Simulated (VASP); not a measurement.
# Driving VASP from ASE on Mg (Magnesium), part 2 of 3

Do ASE scripts that read Mg (Magnesium) from different structure formats give one answer, and do several routes find one equilibrium volume? All runs use PBE. Left out of this account: 1 further run (self-consistent run: a reference on another mesh). The start is a cell from a database of measured crystal structures.

VASP 6.6.1; PBE; plane waves and PAW (Mg).

So far. Step 2 (A single point (PBE, through ASE)): The pressure is -0.57 GPa and the largest force 0.000 eV/Å, so the cell is not at a minimum at these settings. Step 3 (A single point (PBE, through ASE), try 2): The energy lies -11.06 meV an atom from the first script, on another mesh.

## Step 4: Full relaxation (PBE, through ASE)

Properties are meant for the cell that this level of theory prefers, so cell and atoms are relaxed first (ISIF = 3) until forces and stress are small; EDIFFG sets the threshold.

run.py

```python
import numpy as np
from ase.calculators.vasp import Vasp
from ase.io import read

atoms = read('Mg.cif')

calc = Vasp(
    xc='pbe',
    pp='PBE',
    prec='Accurate',
    encut=400,
    ediff=1e-06,
    nelm=100,
    ismear=-1,
    sigma=0.05,
    lreal=False,
    algo='Normal',
    nbands=8,
    lorbit=11,
    lwave=False,
    lcharg=False,
    kpar=2,
    ibrion=2,
    nsw=60,
    isif=3,
    ediffg=-0.01,
    pp_version='64',
    setups={'Mg': ''},
    kpts=(14, 14, 8),
    gamma=True,
    txt='vasp.out',
)
atoms.calc = calc

print("energy (eV):", round(atoms.get_potential_energy(), 6))
print("Fermi level (eV):", round(calc.get_fermi_level(), 4))
print("forces (eV/A):")
print(np.round(atoms.get_forces(), 4))
print("stress (GPa, Voigt, tension positive):", np.round(atoms.get_stress() * 160.21766, 3))
print("cell (A, degrees):", np.round(atoms.cell.cellpar(), 4))
print("volume (A^3):", round(atoms.get_volume(), 4))
print("positions:")
print(np.round(atoms.get_scaled_positions(), 5))
```

Mg.cif

```cif
data_Mg
_cell_length_a 3.20930000
_cell_length_b 3.20930000
_cell_length_c 5.21030000
_cell_angle_alpha 90.00000000
_cell_angle_beta 90.00000000
_cell_angle_gamma 120.00000000
_space_group_name_H-M_alt 'P1'
_space_group_name_Hall 'P 1'
_space_group_IT_number 1
loop_
_space_group_symop_operation_xyz
'x,y,z'
loop_
_atom_site_label
_atom_site_type_symbol
_atom_site_symmetry_multiplicity
_atom_site_Wyckoff_symbol
_atom_site_fract_x
_atom_site_fract_y
_atom_site_fract_z
_atom_site_occupancy
Mg1 Mg 1 a 0.3333333333 0.6666666667 0.2500000000 1
Mg2 Mg 1 a 0.6666666667 0.3333333333 0.7500000000 1
```

Potentials, in the order of the species: Mg (PBE family, release 64).

Started as:

```bash
export ASE_VASP_COMMAND="mpirun -np 2 vasp_std"
python run.py
```

What it wrote:

```text
energy (eV): -3.017782
Fermi level (eV): 2.6746
forces (eV/A):
[[ 0. -0.  0.]
 [-0.  0. -0.]]
stress (GPa, Voigt, tension positive): [-0.012 -0.012 -0.009  0.    -0.    -0.   ]
cell (A, degrees): [  3.1865   3.1865   5.2003  90.      90.     120.    ]
volume (A^3): 45.7282
positions:
[[0.33333 0.66667 0.25   ]
 [0.66667 0.33333 0.75   ]]
```

Wall time 15 s (2 MPI ranks of Intel Xeon 6975P-C (Granite Rapids), shared host); peak memory 0.31 GiB.

ASE turned this into the INCAR:

```
ENCUT = 400.000000
SIGMA = 0.050000
EDIFF = 1.00e-06
EDIFFG = -1.00e-02
ALGO = Normal
GGA = PE
PREC = Accurate
IBRION = 2
ISIF = 3
ISMEAR = -1
KPAR = 2
LORBIT = 11
NBANDS = 8
NELM = 100
NSW = 60
LCHARG = .FALSE.
LWAVE = .FALSE.
LREAL = .FALSE.
```

The KPOINTS that ASE wrote:

```
KPOINTS created by Atomic Simulation Environment
0
Gamma
14 14 8
0 0 0
```

VASP's own log, vasp.out:

```text
[... set-up lines as in an earlier step ...]
 entering main loop
       N       E                     dE             d eps       ncg     rms          rms(c)
DAV:   1    -0.114101922952E+01   -0.11410E+01   -0.11448E+03  1920   0.289E+02
DAV:   2    -0.302261934548E+01   -0.18816E+01   -0.17757E+01  2664   0.185E+01
DAV:   3    -0.303254486677E+01   -0.99255E-02   -0.99229E-02  2544   0.176E+00
DAV:   4    -0.303257256654E+01   -0.27700E-04   -0.27699E-04  2856   0.776E-02
DAV:   5    -0.303257261957E+01   -0.53035E-07   -0.53296E-07  2520   0.260E-03    0.961E-01
DAV:   6    -0.302663889692E+01    0.59337E-02   -0.63998E-04  2344   0.208E-01    0.616E-01
DAV:   7    -0.301918215827E+01    0.74567E-02   -0.25169E-03  2000   0.362E-01    0.343E-02
DAV:   8    -0.301919537224E+01   -0.13214E-04   -0.16231E-05  3032   0.255E-02    0.758E-03
DAV:   9    -0.301919402365E+01    0.13486E-05   -0.12278E-06  2192   0.577E-03    0.623E-04
DAV:  10    -0.301919376822E+01    0.25543E-06   -0.47217E-09  1272   0.464E-04
   1 F= -.30191938E+01 E0= -.30162542E+01  d E =-.301919E+01
 curvature:   0.00 expect dE= 0.000E+00 dE for cont linesearch  0.000E+00
 trial: gam= 0.00000 g(F)=  0.145E-49 g(S)=  0.201E-02 ort = 0.000E+00 (trialstep = 0.100E+01)
 search vector abs. value=  0.201E-02
 bond charge predicted
       N       E                     dE             d eps       ncg     rms          rms(c)
DAV:   1    -0.302048828673E+01   -0.12943E-02   -0.53444E-03  2448   0.346E-01    0.234E-02
DAV:   2    -0.302048074513E+01    0.75416E-05   -0.21143E-05  2128   0.303E-02    0.150E-02
DAV:   3    -0.302047517678E+01    0.55683E-05   -0.21735E-06  2552   0.796E-03    0.704E-04
DAV:   4    -0.302047502262E+01    0.15416E-06   -0.21595E-08  1152   0.938E-04
   2 F= -.30204750E+01 E0= -.30175759E+01  d E =-.128125E-02
[...]
3 F= -.30205719E+01 E0= -.30176879E+01  d E =-.137818E-02
[...]
4 F= -.30205716E+01 E0= -.30176888E+01  d E =-.137783E-02
[...]
5 F= -.30205879E+01 E0= -.30177166E+01  d E =-.162870E-04
 ZBRENT: can't locate minimum, use default step
 trial-energy change:   -0.000016  1 .order   -0.000016   -0.000019   -0.000014
 step:   4.3016(harm=  4.5521)  dis= 0.00000  next Energy=    -3.020611 (dE=-0.392E-04)
 bond charge predicted
       N       E                     dE             d eps       ncg     rms          rms(c)
DAV:   1    -0.302060873466E+01   -0.20747E-04   -0.44395E-04  2504   0.827E-02    0.926E-03
DAV:   2    -0.302060781554E+01    0.91913E-06   -0.23349E-06  2192   0.931E-03
   6 F= -.30206078E+01 E0= -.30177819E+01  d E =-.362196E-04
 curvature:  -2.32 expect dE=-0.162E-05 dE for cont linesearch -0.741E-08
 trial: gam= 0.00166 g(F)=  0.580E-49 g(S)=  0.696E-06 ort =-0.238E-06 (trialstep = 0.172E+01)
 search vector abs. value=  0.696E-06
 reached required accuracy - stopping structural energy minimisation
```

Parts of OUTCAR (step 4):

```text
 Found    120 irreducible k-points:

   NELECT =       4.0000    total number of electrons

 E-fermi :   2.6746

 k-point     1 :       0.0000    0.0000    0.0000
  band No.  band energies     occupation
      1      -4.2942      2.00000
      2       0.9380      2.00000
      3       1.3652      2.00000
      4      13.6726      0.00000
      5      13.6726      0.00000
      6      13.8075      0.00000
      7      13.8075      0.00000
      8      14.4776      0.00000

 k-point     2 :       0.0714   -0.0000    0.0000
  band No.  band energies     occupation
      1      -4.1931      2.00000
      2       1.0304      2.00000
      3       1.4635      2.00000
      4      11.7581      0.00000
      5      12.6431      0.00000
      6      13.4302      0.00000
      7      14.9738      0.00000
      8      15.2618      0.00000

  Total        0.0033506      0.0033506      0.0025319      0.0000000     -0.0000000      0.0000000
  in kB        0.1173963      0.1173963      0.0887100      0.0000000     -0.0000000      0.0000000
  external PRESSURE =       0.1078342 kB  Pullay stress =       0.0000000 kB

  energy-cutoff  :      400.00
  volume of cell :       45.73
      direct lattice vectors                 reciprocal lattice vectors
     3.186475851 -0.000000000 -0.000000000     0.313826323  0.181187712 -0.000000000
    -1.593237926  2.759569036  0.000000000     0.000000000  0.362375424 -0.000000000
     0.000000000  0.000000000  5.200348668    -0.000000000 -0.000000000  0.192294799

 POSITION                                       TOTAL-FORCE (eV/Angst)
 -----------------------------------------------------------------------------------
     -0.00000      1.83971      1.30009         0.000000     -0.000000      0.000000
      1.59324      0.91986      3.90026        -0.000000      0.000000     -0.000000
 -----------------------------------------------------------------------------------
    total drift:                               -0.000000      0.000000     -0.000000

  FREE ENERGIE OF THE ION-ELECTRON SYSTEM (eV)
  ---------------------------------------------------
  free  energy   TOTEN  =        -3.0206078155 eV

  energy  without entropy=       -3.0149560391  energy(sigma->0) =       -3.01778193

 reached required accuracy - stopping structural energy minimisation

 total charge
# of ion       s       p       d       tot
------------------------------------------
    1        0.209   0.127   0.012   0.347
    2        0.209   0.127   0.012   0.347
--------------------------------------------------
tot          0.418   0.254   0.023   0.695

[... 7 parts as in an earlier step ...]

[... 6 further parts left out ...]
```

The run keeps the 24 symmetry operations of its start, so it cannot find a distortion of lower symmetry.

The steps of the relaxation:

```
step  energy less that of the first step (eV)  largest force (eV/Å)  pressure (GPa)  volume (Å³)
   1                                   0.0000                0.0000           -0.57        46.47
   2                                  -0.0013                0.0000           -0.15        45.92
   3                                  -0.0014                0.0000            0.00        45.73
   4                                  -0.0014                0.0000            0.02        45.72
   5                                  -0.0014                0.0000            0.02        45.72
   6                                  -0.0014                0.0000            0.01        45.73
```

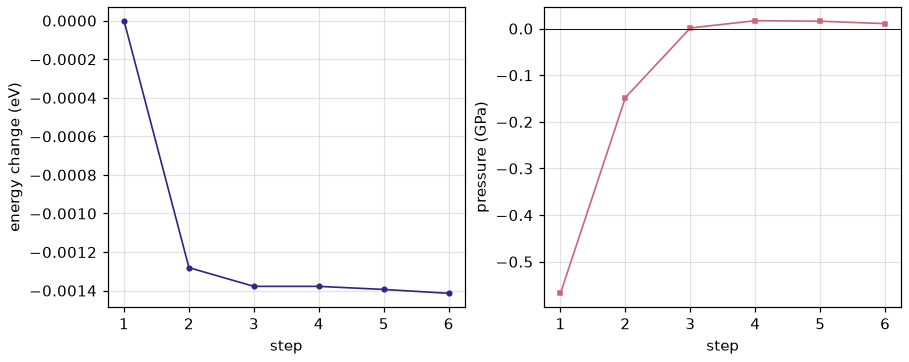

Energy and pressure along the relaxation.

```
conventional cell, symmetrised  before  after  change
                         a (Å)   3.209  3.186  -0.7 %
                         b (Å)   3.209  3.186  -0.7 %
                         c (Å)   5.210  5.200  -0.2 %
              volume (Å³/atom)   23.24  22.86  -1.6 %
```

Final coordinates:

```
Mg
1.0
     3.18648    0.00000    0.00000
    -1.59324    2.75957    0.00000
     0.00000    0.00000    5.20035
Mg
2
Direct
  0.33333 0.66667 0.25000
  0.66667 0.33333 0.75000
```

Numbers from this step:

```
irreducible k-points            : 120
free energy (TOTEN)             : -3.021 eV
energy at zero smearing         : -3.018 eV
Fermi energy                    : 2.675 eV
pressure                        : 0.01078 GPa
SCF cycles over all ionic steps : 22
```

It ends with forces that vanish by symmetry and a pressure of 0.01 GPa.

## Step 5: Equation of state by an ASE loop (PBE)

An ASE loop scales the volume and fits the energies, which gives the bulk modulus from energies alone.

run.py

```python
import numpy as np
from ase.calculators.vasp import Vasp
from ase.io import read
from ase.eos import EquationOfState
from ase.units import GPa

atoms = read('structure.vasp')

calc = Vasp(
    xc='pbe',
    pp='PBE',
    prec='Accurate',
    encut=400,
    ediff=1e-06,
    nelm=100,
    ismear=-1,
    sigma=0.05,
    lreal=False,
    algo='Normal',
    nbands=8,
    lorbit=11,
    lwave=False,
    lcharg=False,
    kpar=2,
    isif=2,
    pp_version='64',
    setups={'Mg': ''},
    kpts=(14, 14, 8),
    gamma=True,
    txt='vasp.out',
)
atoms.calc = calc

cell, volumes, energies = atoms.get_cell(), [], []
for x in [0.94, 0.96, 0.98, 1.0, 1.02, 1.04, 1.06]:
    atoms.set_cell(cell * x ** (1 / 3), scale_atoms=True)
    volumes.append(atoms.get_volume())
    energies.append(atoms.get_potential_energy())
    print(f"{x:.2f}  V = {volumes[-1]:.4f} A^3  E = {energies[-1]:.6f} eV")
v0, e0, b0 = EquationOfState(volumes, energies, eos="birchmurnaghan").fit()
print(f"V0 = {v0:.4f} A^3  E0 = {e0:.6f} eV  B0 = {b0 / GPa:.2f} GPa")
```

structure.vasp

```
Mg
1.0
    3.2093000000      0.0000000000      0.0000000000
   -1.6046500000      2.7793353284      0.0000000000
    0.0000000000      0.0000000000      5.2103000000
Mg
2
Direct
    0.3333333333      0.6666666667      0.2500000000
    0.6666666667      0.3333333333      0.7500000000
```

What it wrote:

```text
0.94  V = 43.6860 A^3  E = -3.006413 eV
0.96  V = 44.6154 A^3  E = -3.014414 eV
0.98  V = 45.5449 A^3  E = -3.017537 eV
1.00  V = 46.4744 A^3  E = -3.016254 eV
1.02  V = 47.4039 A^3  E = -3.010992 eV
1.04  V = 48.3334 A^3  E = -3.002136 eV
1.06  V = 49.2629 A^3  E = -2.990034 eV
V0 = 45.7250 A^3  E0 = -3.017618 eV  B0 = 36.59 GPa
```

Wall time 41 s (2 MPI ranks); peak memory 0.29 GiB; 65 s of CPU time.

The INCAR that ASE wrote:

```
ENCUT = 400.000000
SIGMA = 0.050000
EDIFF = 1.00e-06
ALGO = Normal
GGA = PE
PREC = Accurate
ISIF = 2
ISMEAR = -1
KPAR = 2
LORBIT = 11
NBANDS = 8
NELM = 100
LCHARG = .FALSE.
LWAVE = .FALSE.
LREAL = .FALSE.
```

ASE turned this into the KPOINTS:

```
KPOINTS created by Atomic Simulation Environment
0
Gamma
14 14 8
0 0 0
```

VASP's own log, vasp.out (the last of its runs):

```text
[banner, memory and clock lines left out]
running    2 mpi-ranks, on    1 nodes
 distrk:  each k-point on    1 cores,    2 groups
 distr:  one band on    1 cores,    1 groups

 POSCAR found type information on POSCAR Mg
 POSCAR found :  1 types and       2 ions
 LDA part: xc-table for (Slater+PW92), standard interpolation
 POSCAR, INCAR and KPOINTS ok, starting setup
 FFT: planning ... GRIDC
 FFT: planning ... GRID_SOFT
 FFT: planning ... GRID
 WAVECAR not read
 WARNING: random wavefunctions but no delay for mixing, default for NELMDL
 entering main loop
       N       E                     dE             d eps       ncg     rms          rms(c)
DAV:   1    -0.113220872649E+01   -0.11322E+01   -0.11018E+03  1920   0.284E+02
DAV:   2    -0.299638193651E+01   -0.18642E+01   -0.18080E+01  2640   0.183E+01
DAV:   3    -0.300630458408E+01   -0.99226E-02   -0.99163E-02  2512   0.178E+00
DAV:   4    -0.300632915951E+01   -0.24575E-04   -0.24575E-04  2880   0.780E-02
DAV:   5    -0.300632921230E+01   -0.52785E-07   -0.52518E-07  2496   0.257E-03    0.970E-01
DAV:   6    -0.300069685388E+01    0.56324E-02   -0.81805E-04  2296   0.232E-01    0.623E-01
DAV:   7    -0.299310081409E+01    0.75960E-02   -0.32634E-03  1968   0.407E-01    0.357E-02
DAV:   8    -0.299311565759E+01   -0.14843E-04   -0.19239E-05  3000   0.278E-02    0.813E-03
DAV:   9    -0.299311378419E+01    0.18734E-05   -0.14428E-06  2176   0.623E-03    0.625E-04
DAV:  10    -0.299311346104E+01    0.32315E-06   -0.58802E-09  1320   0.517E-04
   1 F= -.29931135E+01 E0= -.29900341E+01  d E =-.615878E-02
```

From OUTCAR (step 5):

```text
   ENCUT  =  400.0 eV  29.40 Ry    5.42 a.u.   5.34  5.34  8.66*2*pi/ulx,y,z

   NELECT =       4.0000    total number of electrons

 E-fermi :   2.2982

 k-point     1 :       0.0000    0.0000    0.0000
  band No.  band energies     occupation
      1      -4.3571      2.00000
      2       0.7091      2.00000
      3       1.0306      2.00000
      4      12.7869      0.00000
      5      12.7869      0.00000
      6      12.8127      0.00000
      7      12.8127      0.00000
      8      13.7074      0.00000

  Total       -0.7429422     -0.7429422     -0.6717314     -0.0000000      0.0000000      0.0000000
  in kB      -24.1627170    -24.1627170    -21.8467262     -0.0000000      0.0000000      0.0000000
  external PRESSURE =     -23.3907200 kB  Pullay stress =       0.0000000 kB

 POSITION                                       TOTAL-FORCE (eV/Angst)
 -----------------------------------------------------------------------------------
     -0.00000      1.88923      1.32812        -0.000000      0.000000      0.000000
      1.63612      0.94462      3.98437         0.000000     -0.000000      0.000000
 -----------------------------------------------------------------------------------
    total drift:                               -0.000000      0.000000     -0.000000

  FREE ENERGIE OF THE ION-ELECTRON SYSTEM (eV)
  ---------------------------------------------------
  free  energy   TOTEN  =        -2.9931134610 eV

  energy  without entropy=       -2.9869546795  energy(sigma->0) =       -2.99003407

[... 4 parts as in an earlier step ...]

[... 12 further parts left out ...]
```

This step gave:

```yaml
bulk_modulus: 36.59 GPa
equilibrium_volume_of_the_fit: 22.86 Å³/atom
```

The fitted volume lies -0.01 % from the relaxed one.

## Step 6: Relaxation driven by ASE (PBE)

Here ASE drives the relaxation and calls VASP for forces and stress at each step.

run.py

```python
import numpy as np
from ase.calculators.vasp import Vasp
from ase import Atoms
from ase.optimize import BFGS
from ase.filters import FrechetCellFilter

atoms = Atoms(['Mg', 'Mg'],
              cell=[[3.2093, 0.0, 0.0], [-1.60465, 2.77933533, 0.0], [0.0, 0.0, 5.2103]],
              scaled_positions=[[0.33333333, 0.66666667, 0.25], [0.66666667, 0.33333333, 0.75]],
              pbc=True)

calc = Vasp(
    xc='pbe',
    pp='PBE',
    prec='Accurate',
    encut=400,
    ediff=1e-06,
    nelm=100,
    ismear=-1,
    sigma=0.05,
    lreal=False,
    algo='Normal',
    nbands=8,
    lorbit=11,
    lwave=False,
    lcharg=False,
    kpar=2,
    isif=2,
    pp_version='64',
    setups={'Mg': ''},
    kpts=(14, 14, 8),
    gamma=True,
    txt='vasp.out',
)
atoms.calc = calc

BFGS(FrechetCellFilter(atoms)).run(fmax=0.02, steps=30)
print("cell (A, degrees):", np.round(atoms.cell.cellpar(), 4))
print("volume (A^3):", round(atoms.get_volume(), 4))
print("energy (eV):", round(atoms.get_potential_energy(), 6))
print("Fermi level (eV):", round(calc.get_fermi_level(), 4))
print("forces (eV/A):")
print(np.round(atoms.get_forces(), 4))
print("stress (GPa, Voigt, tension positive):", np.round(atoms.get_stress() * 160.21766, 3))
```

What it wrote:

```text
Step     Time          Energy          fmax
BFGS:    0 --:--:--       -3.019194        0.091309
BFGS:    1 --:--:--       -3.019475        0.081967
BFGS:    2 --:--:--       -3.020568        0.012696
cell (A, degrees): [  3.1897   3.1897   5.1884  90.      90.     120.    ]
volume (A^3): 45.7164
energy (eV): -3.017687
Fermi level (eV): 2.6799
forces (eV/A):
[[-0.  0.  0.]
 [ 0. -0.  0.]]
stress (GPa, Voigt, tension positive): [ 0.019  0.019 -0.089  0.     0.    -0.   ]
```

Wall time 19 s (2 MPI ranks); peak memory 0.3 GiB.

ASE turned this into the INCAR:

```
ENCUT = 400.000000
SIGMA = 0.050000
EDIFF = 1.00e-06
ALGO = Normal
GGA = PE
PREC = Accurate
ISIF = 2
ISMEAR = -1
KPAR = 2
LORBIT = 11
NBANDS = 8
NELM = 100
LCHARG = .FALSE.
LWAVE = .FALSE.
LREAL = .FALSE.
```

ASE turned this into the KPOINTS:

```
KPOINTS created by Atomic Simulation Environment
0
Gamma
14 14 8
0 0 0
```

vasp.out (the last of its runs):

```text
[... set-up lines as in an earlier step ...]
 entering main loop
       N       E                     dE             d eps       ncg     rms          rms(c)
DAV:   1    -0.126542620701E+01   -0.12654E+01   -0.11356E+03  1920   0.286E+02
DAV:   2    -0.302431322599E+01   -0.17589E+01   -0.16823E+01  2664   0.184E+01
DAV:   3    -0.303402256674E+01   -0.97093E-02   -0.97072E-02  2584   0.176E+00
DAV:   4    -0.303404561771E+01   -0.23051E-04   -0.23051E-04  2752   0.751E-02
DAV:   5    -0.303404568589E+01   -0.68176E-07   -0.68281E-07  2576   0.312E-03    0.959E-01
DAV:   6    -0.302799550791E+01    0.60502E-02   -0.59652E-04  2336   0.201E-01    0.614E-01
DAV:   7    -0.302055757822E+01    0.74379E-02   -0.23338E-03  1960   0.350E-01    0.339E-02
DAV:   8    -0.302056995423E+01   -0.12376E-04   -0.15829E-05  3072   0.252E-02    0.745E-03
DAV:   9    -0.302056871657E+01    0.12377E-05   -0.11899E-06  2120   0.570E-03    0.623E-04
DAV:  10    -0.302056848035E+01    0.23622E-06   -0.46198E-09  1352   0.457E-04
   1 F= -.30205685E+01 E0= -.30176870E+01  d E =-.576296E-02
```

OUTCAR, selected parts (step 6):

```text
   ENCUT  =  400.0 eV  29.40 Ry    5.42 a.u.   5.20  5.20  8.46*2*pi/ulx,y,z

   NELECT =       4.0000    total number of electrons

 E-fermi :   2.6799

 k-point     1 :       0.0000    0.0000    0.0000
  band No.  band energies     occupation
      1      -4.2940      2.00000
      2       0.9556      2.00000
      3       1.3976      2.00000
      4      13.6405      0.00000
      5      13.6405      0.00000
      6      13.7676      0.00000
      7      13.7676      0.00000
      8      14.5010      0.00000

  Total       -0.0053472     -0.0053472      0.0253922     -0.0000000      0.0000000     -0.0000000
  in kB       -0.1873980     -0.1873980      0.8898941     -0.0000000      0.0000000     -0.0000000
  external PRESSURE =       0.1716994 kB  Pullay stress =       0.0000000 kB

 POSITION                                       TOTAL-FORCE (eV/Angst)
 -----------------------------------------------------------------------------------
     -0.00000      1.84159      1.29710        -0.000000      0.000000      0.000000
      1.59486      0.92080      3.89130         0.000000     -0.000000      0.000000
 -----------------------------------------------------------------------------------
    total drift:                                0.000000     -0.000000      0.000000

  FREE ENERGIE OF THE ION-ELECTRON SYSTEM (eV)
  ---------------------------------------------------
  free  energy   TOTEN  =        -3.0205684803 eV

  energy  without entropy=       -3.0148055194  energy(sigma->0) =       -3.01768700

[... 5 parts as in an earlier step ...]

[... 11 further parts left out ...]
```

Numbers from this step:

```
optimizer steps   : 2
volume after bfgs : 22.86 Å³/atom
```

(Part 2 of 3 ends here.)

[Lines on the potential files, build, host, timing and source positions are cut from VASP's logs without a mark.]

[Logs are printed without paths, hosts, clocks, repeated set-up lines and the standing remarks that a program may print on its own settings, such as how far it seeks lower states.]

[Hosts, paths, dates, database ids (printed as entryN), source tags and the programs' standing remarks are cut or masked in the printed files.]

[A measured line is paired with the nearest computed mode of its activity, which favours agreement.]
